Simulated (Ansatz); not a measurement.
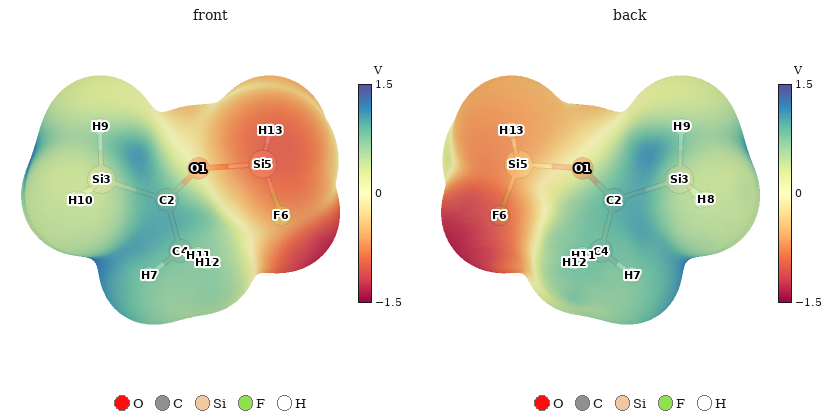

C₂H₇FOSi₂. The electrostatic potential painted on the density surface at 0.001 e/bohr³, seen from the front and from behind; red is negative and blue positive.

These are results of RKS B3LYP/def2-SVP (Ansatz), not measurements.

Input

```
crystal:
  periodic: [false, false, false]
  atoms:
    - { symbol: O, position_ang: [-1.3145, -1.4212, -0.2148] }
    - { symbol: C, position_ang: [-0.387, -0.313, -0.0731] }
    - { symbol: Si, position_ang: [1.146, -0.876, 0.9248] }
    - { symbol: C, position_ang: [-0.0265, 0.399, -1.3447] }
    - { symbol: Si, position_ang: [-0.942, 1.2467, 0.568] }
    - { symbol: F, position_ang: [0.2176, 2.3519, 0.8353] }
    - { symbol: H, position_ang: [0.26128, -0.61157, -1.6346] }
    - { symbol: H, position_ang: [1.7108, -2.1364, 0.3521] }
    - { symbol: H, position_ang: [0.7959, -1.0961, 2.3959] }
    - { symbol: H, position_ang: [2.2669, 0.133, 0.8958] }
    - { symbol: H, position_ang: [-0.9427, 0.6524, -1.9678] }
    - { symbol: H, position_ang: [0.7527, 1.0878, -1.412] }
    - { symbol: H, position_ang: [-2.1888, 1.9332, -0.0185] }
basis:
  gaussian: { orbitals: def2-SVP }
hamiltonian:
  xc: b3lyp
relax:
  f_tol: 0.02
  max_steps: 50
output:
  orbitals: {}
```

Launched as:

```sh
ansatz run input.yaml --threads 2 --pin off --max-ram 3072MiB --backend cpu --events-out ev --progress --plain --runs-dir out
```

The fields are those of the relaxed geometry.

Which sites attract a positive test charge, and which a negative one?

Answer. A positive charge is drawn to the negative regions and a negative charge to the positive ones. The most negative region (about −1.3 V) lies over F6, the most positive (about +1.3 V) over Si3 and H7.
